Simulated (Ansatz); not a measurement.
# Calculations on CH₉NSi₃

### Relaxation

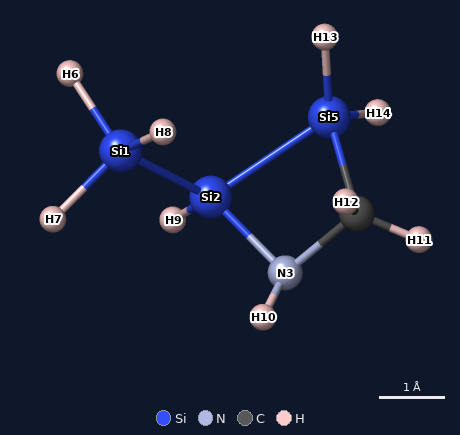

This is the input geometry for a relaxation of CH₉NSi₃. Style: ball-and-stick. Shown at a tilt.

The run prepares an end point of a later path (torsion) calculation, from a guessed geometry.

The calculation used RKS B3LYP-D4/def2-SVP (Ansatz 0.2.0).

The input:
```yaml
crystal:
  periodic: [false, false, false]
  atoms:
    - { symbol: Si, position_ang: [-1.4698, 1.0963, 1.2166] }
    - { symbol: Si, position_ang: [-0.135, 0.8564, -0.5752] }
    - { symbol: "N", position_ang: [-0.2845, -0.6135, -1.4488] }
    - { symbol: C, position_ang: [0.6695, -1.5205, -0.6277] }
    - { symbol: Si, position_ang: [1.7688, -0.1362, 0.0097] }
    - { symbol: H, position_ang: [-1.074, 2.2964, 2.0497] }
    - { symbol: H, position_ang: [-2.8827, 1.4115, 0.7548] }
    - { symbol: H, position_ang: [-1.5091, -0.0663, 2.0421] }
    - { symbol: H, position_ang: [-0.0489, 2.0022, -1.4991] }
    - { symbol: H, position_ang: [-1.2078, -0.9261, -1.5631] }
    - { symbol: H, position_ang: [1.1185, -2.2837, -1.1923] }
    - { symbol: H, position_ang: [0.0871, -2.0306, 0.2102] }
    - { symbol: H, position_ang: [2.0155, -0.22, 1.4683] }
    - { symbol: H, position_ang: [2.9395, 0.1047, -0.8164] }
basis:
  gaussian: { orbitals: def2-SVP }
hamiltonian:
  xc: b3lyp
  dispersion: d4
relax:
  f_tol: 0.015
  max_steps: 40
output:
  orbitals: {}
```

Command:
```bash
ansatz run input.yaml --threads 2 --pin off --max-ram 3072MiB --backend cpu --events-out ev --progress --plain --runs-dir out
```

> What does the optimiser find from here?

H12 moves most after the best rigid fit: 0.74 Å. By element the largest moves are H 0.74 Å, N 0.40 Å, Si 0.38 Å, C 0.24 Å. Among the contacts that change: Si2–Si5 2.225 → 2.347 Å, Si1–Si2 2.247 → 2.357 Å, N3–C4 1.551 → 1.470 Å, Si1–H8 1.426 → 1.495 Å. Among the angles between lasting bonds that change: Si2–N3–H10 114.5° → 130.7°, Si2–N3–C4 100.2° → 110.5°, Si1–Si2–Si5 110.3° → 119.4°. Groups turn about C4–Si5 by about 20°. Over 12 accepted moves (13 points after the start) the energy falls by 16.7 kcal/mol. The largest force component goes from 2.8 to 0.012 eV/Å. The line search rejected the trial step at point 3 of the run. Cost: 55 s on 2 threads of Arm Neoverse V2 (shared host), peak memory 0.32 GiB.

Step by step:

```tsv
step	E − E(0), kcal/mol	largest force component, eV/Å	note
0	0.00	2.8048	
1	-13.16	1.2165	
2	-15.20	0.4608	
3	-15.10	0.6194	rejected
4	-15.97	0.2681	
5	-16.22	0.1193	
6	-16.36	0.2403	
7	-16.46	0.1757	
8	-16.58	0.0927	
9	-16.61	0.0643	
10	-16.62	0.0697	
11	-16.64	0.0327	
12	-16.65	0.0226	
13	-16.65	0.0119
```

The structure at the end:

```xyz
14

Si   -1.6571    1.4181    1.2933
Si   -0.1693    0.8387   -0.4405
N    -0.4114   -0.7659   -1.1039
C     0.7520   -1.6206   -0.8245
Si    1.8239   -0.2853    0.0804
H    -1.3081    2.7497    1.8791
H    -3.0696    1.4825    0.8036
H    -1.5916    0.3923    2.3782
H    -0.1446    1.9613   -1.4371
H    -1.2163   -1.1754   -1.5677
H     1.2354   -2.0171   -1.7385
H     0.5175   -2.4868   -0.1757
H     2.1378   -0.5999    1.5048
H     3.0885    0.0789   -0.6227
```

The end point in the same view:

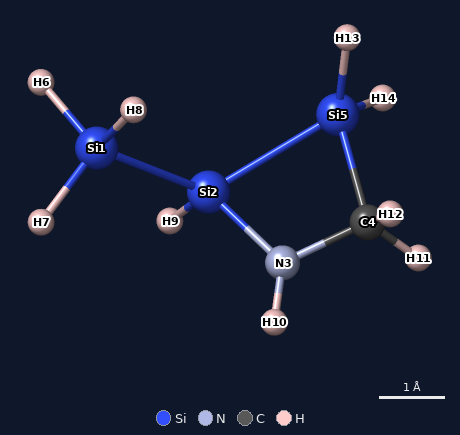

### Relaxation

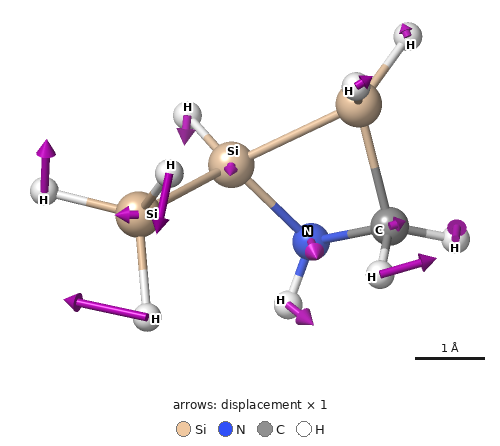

This is a relaxation of CH₉NSi₃. The starting structure is drawn; purple arrows show the displacements, at their true length. The two geometries are superimposed by the best rigid fit.

Style: ball-and-stick. Shown at a tilt.

The run prepares an end point of a later path (torsion) calculation, from a guessed geometry.

Computed with RKS B3LYP-D4/def2-SVP (Ansatz).

The input:
```yaml
crystal:
  periodic: [false, false, false]
  atoms:
    - { symbol: Si, position_ang: [-1.4698, 1.0963, 1.2166] }
    - { symbol: Si, position_ang: [-0.135, 0.8564, -0.5752] }
    - { symbol: "N", position_ang: [0.92294, 2.16303, -0.92106] }
    - { symbol: C, position_ang: [-0.02063, 3.06815, -1.75617] }
    - { symbol: Si, position_ang: [-1.12354, 1.6845, -2.38872] }
    - { symbol: H, position_ang: [-1.074, 2.2964, 2.0497] }
    - { symbol: H, position_ang: [-2.8827, 1.4115, 0.7548] }
    - { symbol: H, position_ang: [-1.5091, -0.0663, 2.0421] }
    - { symbol: H, position_ang: [0.5695, -0.43149, -0.71258] }
    - { symbol: H, position_ang: [1.34263, 2.56614, -0.13073] }
    - { symbol: H, position_ang: [0.47882, 3.66089, -2.46474] }
    - { symbol: H, position_ang: [-0.5782, 3.78314, -1.0638] }
    - { symbol: H, position_ang: [-2.56718, 1.98343, -2.24058] }
    - { symbol: H, position_ang: [-0.71617, 1.15998, -3.68098] }
basis:
  gaussian: { orbitals: def2-SVP }
hamiltonian:
  xc: b3lyp
  dispersion: d4
relax:
  f_tol: 0.015
  max_steps: 40
```

Command:
```bash
ansatz run input.yaml --threads 2 --pin off --max-ram 3072MiB --backend cpu --events-out ev --progress --plain --runs-dir out
```

Question: What did the optimiser do to the structure, and how much energy did it gain?

Answer: H6 moves most after the best rigid fit: 1.39 Å. By element the largest moves are H 1.39 Å, N 0.59 Å, Si 0.35 Å, C 0.26 Å. Near-neighbour distances that change, for instance: Si2–Si5 2.225 → 2.348 Å, Si1–Si2 2.247 → 2.356 Å, N3–C4 1.551 → 1.470 Å, Si1–H8 1.426 → 1.496 Å. Bond angles that change, for instance: Si2–N3–H10 114.5° → 130.7°, Si2–N3–C4 100.2° → 110.6°, Si1–Si2–Si5 110.3° → 119.9°. Groups turn about Si1–Si2 by about 50°, C4–Si5 by about 20°. The energy falls by 0.769 eV in 18 accepted moves (21 points after the start). The largest force component goes from 3 to 0.0063 eV/Å. The line search rejected the trial steps at points 3, 7, 11 of the run. The run took 82 s on 2 threads of Arm Neoverse V2, on a shared host, peak memory 0.32 GiB.

### Path

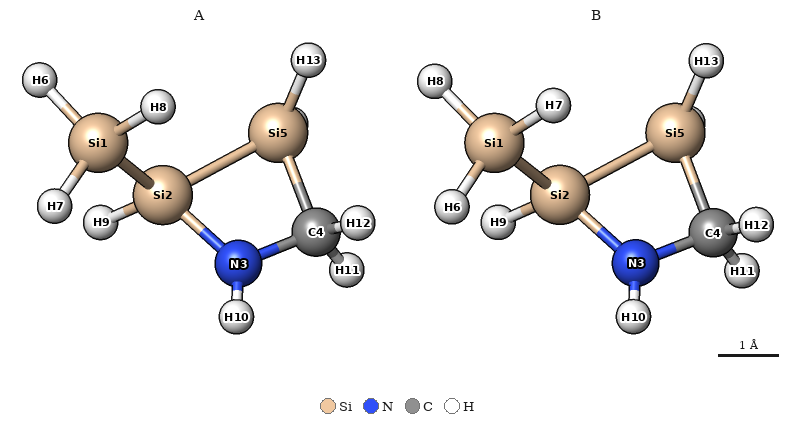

The two relaxed end points of a path for CH₉NSi₃. Style: ball-and-stick. Shown at a tilt.

These are results of RKS B3LYP-D4/def2-SVP (Ansatz), not measurements.

Input
```yaml
crystal:
  periodic: [false, false, false]
  atoms:
    - { symbol: Si, position_ang: [-1.659472, 1.416833, 1.291657] }
    - { symbol: Si, position_ang: [-0.171564, 0.837447, -0.442028] }
    - { symbol: "N", position_ang: [-0.410424, -0.768951, -1.102153] }
    - { symbol: C, position_ang: [0.755162, -1.620426, -0.821876] }
    - { symbol: Si, position_ang: [1.824565, -0.281005, 0.079696] }
    - { symbol: H, position_ang: [-1.313145, 2.75028, 1.874661] }
    - { symbol: H, position_ang: [-3.072414, 1.477031, 0.802885] }
    - { symbol: H, position_ang: [-1.590842, 0.393242, 2.378489] }
    - { symbol: H, position_ang: [-0.150064, 1.958161, -1.44081] }
    - { symbol: H, position_ang: [-1.214691, -1.181176, -1.564626] }
    - { symbol: H, position_ang: [1.238846, -2.017635, -1.735433] }
    - { symbol: H, position_ang: [0.523103, -2.485907, -0.17123] }
    - { symbol: H, position_ang: [2.140176, -0.592069, 1.504506] }
    - { symbol: H, position_ang: [3.087864, 0.084774, -0.624938] }
basis:
  gaussian: { orbitals: def2-SVP }
hamiltonian:
  xc: b3lyp
  dispersion: d4
neb:
  order_check: false
  images: 5
  f_tol: 0.05
  max_iterations: 60
  initial_path: idpp
  final_atoms:
    - { symbol: Si, position_ang: [-1.62536097, 1.44063551, 1.32666609] }
    - { symbol: Si, position_ang: [-0.0607901, 0.88474539, -0.3455052] }
    - { symbol: "N", position_ang: [-0.39910651, -0.61530152, -1.1870684] }
    - { symbol: C, position_ang: [0.6763042, -1.59130256, -0.95689441] }
    - { symbol: Si, position_ang: [1.77915306, -0.47530825, 0.17973825] }
    - { symbol: H, position_ang: [-2.983581, 1.67120566, 0.74349209] }
    - { symbol: H, position_ang: [-1.73180703, 0.32425412, 2.31431031] }
    - { symbol: H, position_ang: [-1.21744942, 2.68118102, 2.05559012] }
    - { symbol: H, position_ang: [0.14989393, 2.09237144, -1.21347423] }
    - { symbol: H, position_ang: [-1.19403299, -0.88981975, -1.75651239] }
    - { symbol: H, position_ang: [1.19491796, -1.90239383, -1.88466255] }
    - { symbol: H, position_ang: [0.3332938, -2.51287292, -0.4481957] }
    - { symbol: H, position_ang: [1.93774746, -0.97803585, 1.57564871] }
    - { symbol: H, position_ang: [3.1279176, -0.15875947, -0.37433269] }
```

Run as
```bash
ansatz run input.yaml --threads 2 --pin off --max-ram 3072MiB --backend cpu --events-out ev --progress --plain --runs-dir out
```

Question: Predict the minimum-energy path and its barrier.

Answer: The two ends have the same energy, and the highest point, image 3, lies 0.046 eV above the start. The motion is a rotation about the Si1–Si2 bond by about 120°. No bond forms or breaks between the ends. The band is converged. At the top, the vibrational analysis gives one imaginary mode (87i cm⁻¹), as a transition state must have.

Energies of the converged images:

```csv
image,path (Å),E (eV)
0,0.00,0.000
1,0.78,0.011
2,1.57,0.034
3,2.35,0.046
4,3.14,0.034
5,3.93,0.011
6,4.72,0.000
```

The geometry at the top of the path:

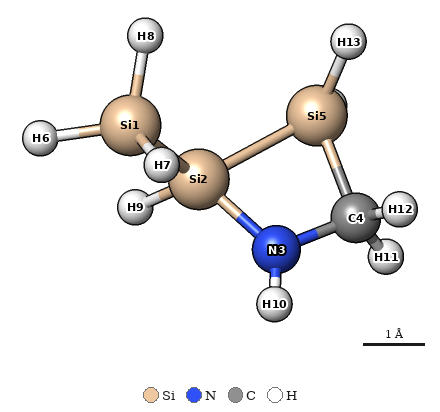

The run took 92 s on 2 threads of Arm Neoverse V2, on a shared host, peak memory 0.31 GiB.
